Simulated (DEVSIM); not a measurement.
Structure: Pd/SiO2/n-Ge capacitor, at 500 K.

```tsv
layer (left to right)	material	thickness (nm)	Nd (cm⁻³)
1	SiO2	1.80	-
2	Ge	9200	4.2e15
```

Metal gate on the left, work function 5.2 eV. Fixed charge at the semiconductor interface 1.8e10 cm⁻² (in units of +e); interface traps 4.6e12 cm⁻² eV⁻¹, uniform in energy, neutral level at 0.5 of the gap above the valence band.

Constants are typed, rounded textbook-type inputs, not results; the design itself was drawn at random and stands for no fabricated device. Values at 300 K; Nc and Nv go as T^1.5, mobilities as T to minus their exponent, the gap by Varshni's rule with the affinity fixed.

```csv
parameter,SiO2,Ge
gap (eV),9,0.664
affinity (eV),0.9,4
permittivity,3.9,16
Nc (cm⁻³),-,1.04e19
Nv (cm⁻³),-,6e18
Varshni α (eV/K),-,0.000477
Varshni β (K),-,235
```

DEVSIM, 1D Poisson equation in equilibrium, Boltzmann statistics, complete ionisation; no quantum confinement or tunnelling. Metal contacts follow the ideal Schottky-Mott rule: no Fermi-level pinning, no interface dipoles.

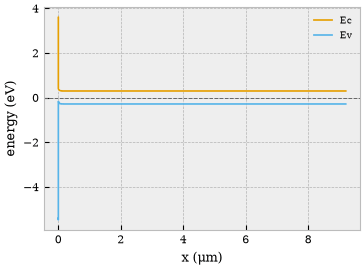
Figure. Band edges at 0.7 V on the gate

Energies count from the Fermi level of the right contact; mesh points crowd at the junctions.

```csv
x (μm),Ec (eV),Ev (eV),n (cm⁻³),p (cm⁻³),field (V/cm)
0.000,3.600,-5.400,< 1e2,< 1e2,-470000
0.0008432,3.560,-5.440,< 1e2,< 1e2,-470000
0.001609,3.524,-5.476,< 1e2,< 1e2,-470000
0.002849,0.410,-0.172,1.6e15,2.4e17,-46000
0.006957,0.394,-0.188,2.4e15,1.6e17,-36000
0.01489,0.370,-0.212,4.2e15,9.4e16,-25000
0.03171,0.339,-0.243,8.6e15,4.6e16,-13000
0.09255,0.304,-0.278,1.9e16,2.0e16,-1800
0.2011,0.298,-0.284,2.2e16,1.8e16,-55
0.4527,0.298,-0.284,2.2e16,1.8e16,≈ 0
0.9863,0.298,-0.284,2.2e16,1.8e16,≈ 0
2.917,0.298,-0.284,2.2e16,1.8e16,≈ 0
5.811,0.298,-0.284,2.2e16,1.8e16,≈ 0
7.699,0.298,-0.284,2.2e16,1.8e16,≈ 0
8.677,0.298,-0.284,2.2e16,1.8e16,≈ 0
8.970,0.298,-0.284,2.2e16,1.8e16,≈ 0
9.096,0.298,-0.284,2.2e16,1.8e16,≈ 0
9.156,0.298,-0.284,2.2e16,1.8e16,≈ 0
9.186,0.298,-0.284,2.2e16,1.8e16,≈ 0
9.196,0.298,-0.284,2.2e16,1.8e16,≈ 0
9.200,0.298,-0.284,2.2e16,1.8e16,≈ 0
9.202,0.298,-0.284,2.2e16,1.8e16,≈ 0
```
